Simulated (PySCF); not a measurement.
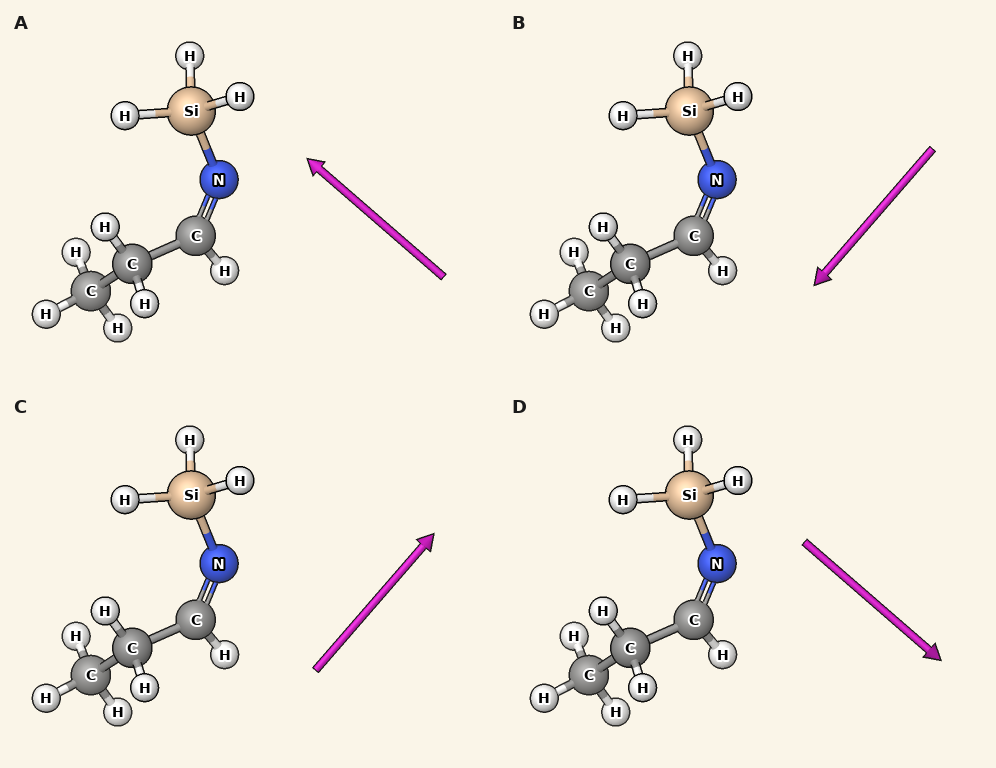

The same molecule four times, each with an arrow. The geometry was computed by an optimisation with PBE0-D3(BJ)/def2-SVP. No frequency run is at hand to confirm it as a minimum. Method: PBE/def2-SVPD, gas phase (PySCF 2.14.0).

### Which arrow points along the dipole moment, from the negative to the positive end?

B. The dipole moment is 2.21 D.
